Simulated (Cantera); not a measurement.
A closed system holds: 1 mol PbO, 0.57 mol O2, 0.76 mol N2, equilibrated at 210 Torr.

These are equilibrium values from Cantera (NASA tables, ideal gas, pure condensed phases), not measurements of a reactor. Candidate condensed phases: Pb, PbO, PbO2, Pb3O4; 12 gas species. Gases not in the tables: (PbO)n polymers. Equilibrium is a limit: real reactors are often held back by kinetics, nucleation or transport.

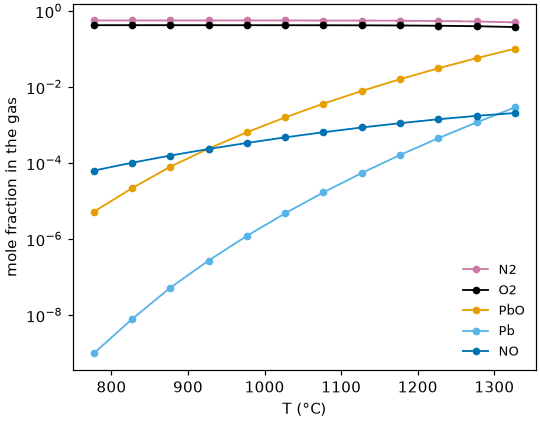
Equilibrium gas composition (values under 1e-9 drawn at 1e-9)

From 777 °C to 877 °C the condensed part is PbO(yellow). From 927 °C to 1327 °C the condensed part is PbO(l).
